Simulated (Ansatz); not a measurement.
## Effect of Mo → Ir on MoS2

Base system: MoS2 in the 2H-MoS2 type structure (space group P6_3/mmc, No. 194; a = 3.109 Å, c = 11.709 Å; layered, stacked along the Cartesian z axis).

Perturbation: full substitution Mo → Ir; the structure is relaxed again.

Computed with Ansatz (a program for electronic structure) PBEsol-D3(BJ), no SOC, earlier PAW set. Settings: 16×16×5 k-points, 0.05 eV Fermi–Dirac smearing, for the changed cell.

```
quantity                                     base             changed        shift
-----------------------------  ------------------  ------------------  -----------
volume per atom                          16.34 Å³            16.54 Å³     +0.20 Å³
density                                5.42 g/cm³          8.58 g/cm³  +3.16 g/cm³
c/a ratio                                   3.766               3.163       -0.603
space group                    P6_3/mmc (No. 194)  P6_3/mmc (No. 194)            –
shortest interatomic distance             2.380 Å             2.374 Å     -0.006 Å
band gap                                  0.52 eV                zero            –
```

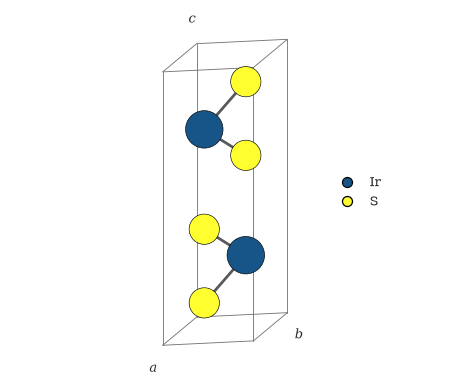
The relaxed conventional cell after the change

Whether these cells are dynamically stable was not tested. As relaxed here, IrS2 is a hypothetical phase, not in the database extracts checked. The final runs are not spin-polarised. IrS2 has a high density of states at the Fermi level and may be magnetic at this level.
